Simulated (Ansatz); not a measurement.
BrCl2GeH···HF

```xyz
7

Ge    0.3584   -0.5170   -0.4621
F    -0.1657    0.2151    2.7486
Cl    1.8871    0.2007   -1.7707
H    -0.2766    0.6138    0.3328
Cl   -1.0870   -1.5687   -1.6316
Br    1.3383   -2.0517    0.9614
H     0.3247   -0.5693    2.6850
```

Theory: RKS PBE0-D4/def2-SVP in Ansatz.

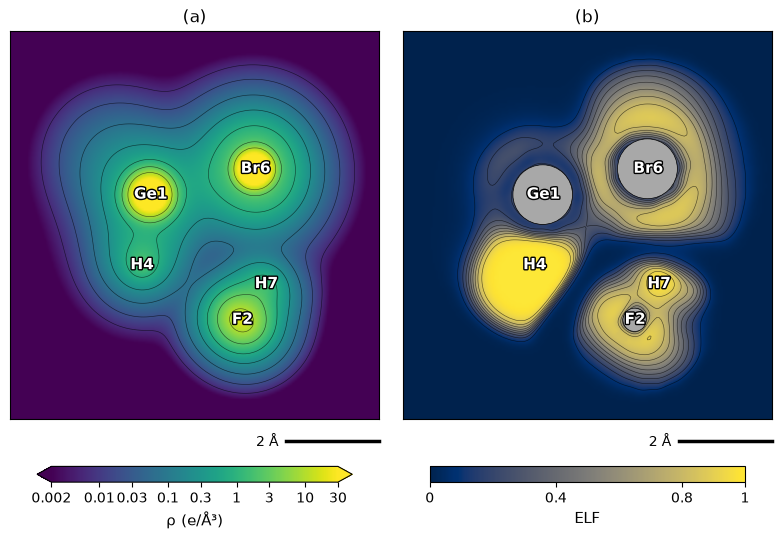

Figure 1. (a) total electron density; (b) electron localisation function on the plane of atoms H4, Ge1 and Br6. Grey discs cover the atomic cores in the ELF map.

What do the fields say about this system?

Answer.
- The plane passes through Ge, F, H and Br nuclei.
- Br6···H7 (2.49 Å): the density falls to about 0.11 e/Å³ on the way; the ELF dips to about 0.10 between them.
- Ge–Br (2.31 Å): ρ at the midpoint is about 0.66 e/Å³; the ELF peaks at about 0.80 in the valence shell of Br, 1.0 Å from its nucleus, and is about 0.75 at the midpoint.
- F–H (0.93 Å): the density is about 4.6 e/Å³ at the midpoint; the ELF climbs to about 1 towards the hydrogen, as it does in any bond to H: an ordinary covalent bond to hydrogen.
- Ge–H (1.52 Å): ρ is about 1.1 e/Å³ halfway; the ELF climbs to about 1 towards the hydrogen.
- The ELF also peaks beside F2 and Br6, away from the bonds: lone-pair regions.

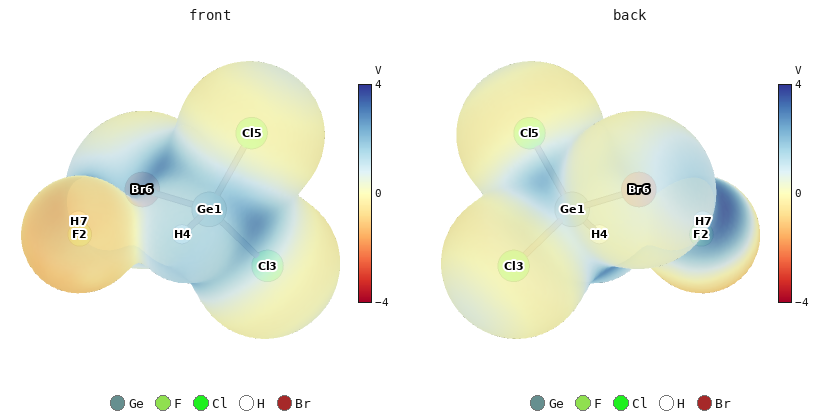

Figure 2. The electrostatic potential painted on the density surface at 0.004 e/bohr³, seen from the front and from behind; the colour scale runs from red (negative) to blue (positive).

Which sites attract a positive test charge, and which a negative one?

Answer. A positive charge is drawn to the negative regions and a negative charge to the positive ones. The most negative region (about −1.2 V, or −28 kcal/mol for a unit charge) lies over F2, the most positive (about +3.2 V, or +74 kcal/mol for a unit charge) over H7. Cl3 shows a σ-hole: about +0.5 V, or +12 kcal/mol for a unit charge at the tip opposite its bond, against about −0.1 V on its flanks. Cl5 shows a σ-hole: about +0.5 V, or +12 kcal/mol for a unit charge at the tip opposite its bond, against about −0.1 V on its flanks. Br6 shows a σ-hole: about +1.3 V, or +30 kcal/mol for a unit charge at the tip opposite its bond, against about +0.7 V, or +16 kcal/mol for a unit charge on its flanks.

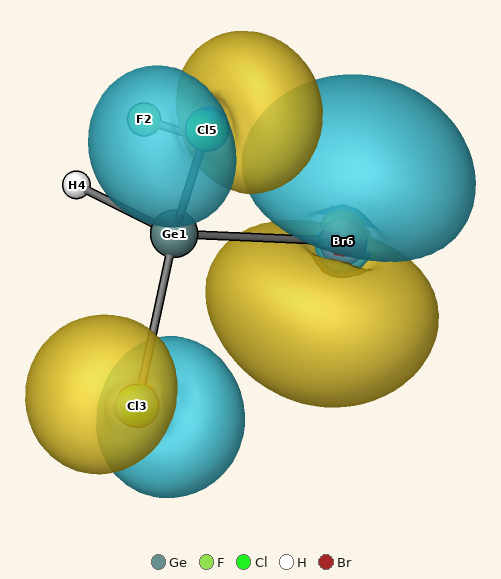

Figure 3. The HOMO at ±0.08 Å⁻³ᐟ² (yellow and cyan are the two phases), seen at an oblique angle.

Where does this orbital lie, and at what energy?

Answer. Its weight (Hirshfeld) is mainly on Br6 (about 65 %), Cl5 (about 15 %) and Cl3 (about 15 %). Its energy is −9.07 eV.
